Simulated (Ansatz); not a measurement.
The parent structure is WTe2 (space group Fm-3m, No. 225; a = 6.569 Å; a hypothetical phase, not in the database extracts checked).

Structures relaxed with Ansatz (a first-principles code) PBEsol, without spin-orbit coupling.

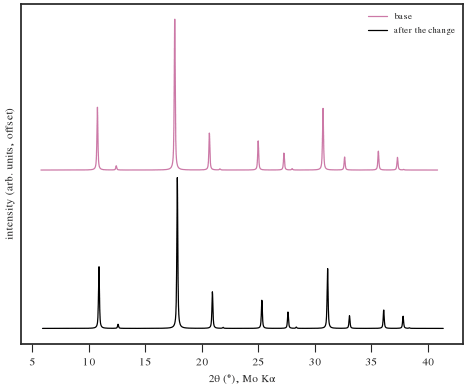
Figure. Simulated powder patterns before (top) and after one change

Problem. Which change produced these results?
A) pressure 22.5 GPa
B) pressure 4.5 GPa
C) pressure 15 GPa
D) pressure 30 GPa

Solution. B, pressure 4.5 GPa. Its volume per atom is 22.73 Å³ against 23.62 Å³, and its space group is Fm-3m (No. 225).

Load acts through the strain it causes; cell and atoms are relaxed under it. Stability against distortions was not tested. Competing high-pressure phases were not computed. The final runs are not spin-polarised. WTe2 has a high density of states at the Fermi level and may be magnetic at this level.
